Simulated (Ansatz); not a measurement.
Consider BP in the zinc blende structure (space group F-43m, No. 216; a = 4.537 Å).

The change: a hydrostatic pressure of 15 GPa.

Level of theory: r2SCAN in Ansatz (plane waves to 500 eV, PAW, without spin-orbit coupling).

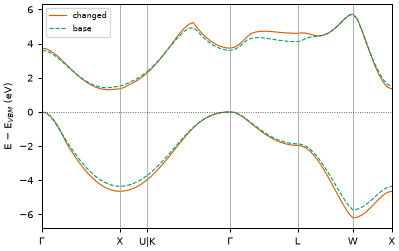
*Highest valence and lowest conduction band along the path, each from its own valence-band maximum*

The gap is 1.30 eV, indirect, Γ → Γ–X (84 % along); the base has 1.41 eV.

Load acts through the strain it causes; cell and atoms are relaxed under it. No phonon test of stability was made. No other phases were tried under pressure.

Ansatz is a quantum-chemistry and plane-wave program.
